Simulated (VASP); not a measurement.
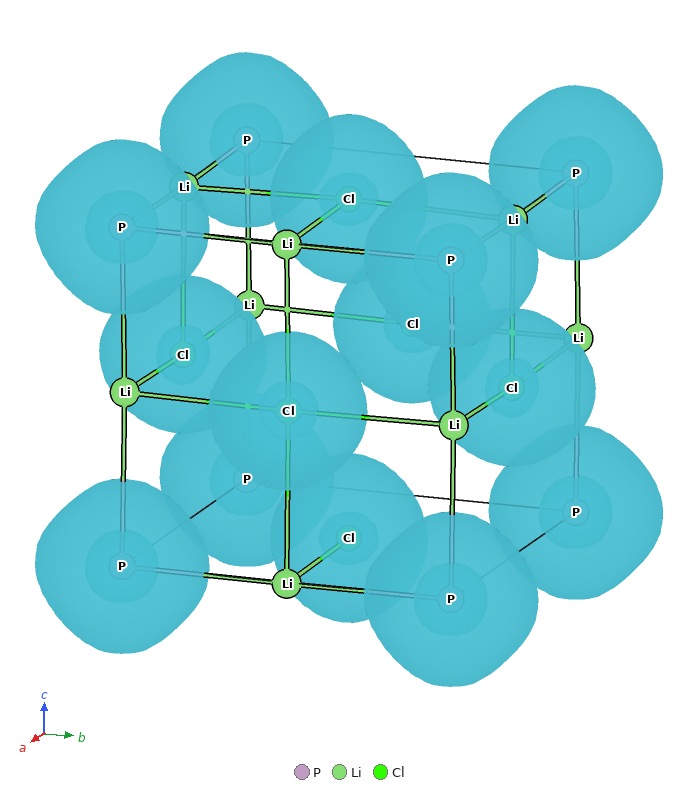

Figure. Li3PCl3. Isosurface of the ELF at 0.75 (cyan), seen slightly off an axis. Core shells and regions of very low density are left out. Sticks mark near contacts.

Space group P1; a generated structure, not necessarily the stable one; computed pressure about −2 GPa in this cell.

The calculation used Kohn-Sham DFT of a periodic cell, PBE, VASP PAW PBE potentials, recommended in VASP 6.6.1.

In a PAW calculation such maps are meaningful between the atoms, not at the nuclei.

Question: What do the ELF domains correspond to?

Answer: At this value the surface marks out three regions wrapped around Cl (the valence shell of each) and one region wrapped around P (its valence shell), counted in one cell of 7 atoms. Any copies at cell faces, edges or corners count once. Profiles from the grid: Li–P (2.55 Å): the ELF peaks at about 0.90 in the valence shell of P, 0.9 Å from its nucleus, and is about 0.80 at the midpoint. Li–Cl (2.56 Å): the ELF peaks at about 0.85 in the valence shell of Cl, 0.9 Å from its nucleus, and falls to about 0 next to Li: a closed-shell, largely ionic contact.
